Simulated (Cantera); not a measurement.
Feed: 1 mol Ti(OiPr)₄, 4.2 mol CH₄, 4.3 mol H₂, equilibrated at 35.3 Torr.

These are equilibrium values from Cantera (NASA tables, ideal gas, pure condensed phases), not measurements of a reactor. Candidate condensed phases: C, C₆H₆, C₇H₈, C₈H₁₈, H₂O, Ti, TiC, TiO, TiO₂, Ti₂O₃, Ti₃O₅, Ti₄O₇; 113 gas species. The feed counts by its element totals alone. TiC: taken at fixed stoichiometry. Rates play no part.

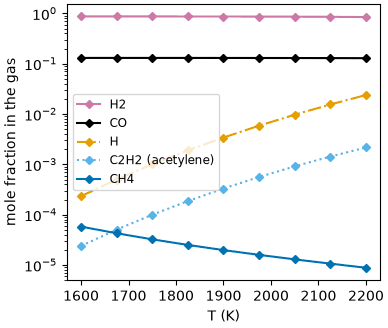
Figure. Equilibrium gas composition (values under 1e-9 drawn at 1e-9)

Task: Read off the mole fractions at 2200 K.

Result: H₂ about 0.85, CO about 0.13, H about 0.024, C₂H₂ (acetylene) about 0.0022, CH₄ about 8.8e-6.
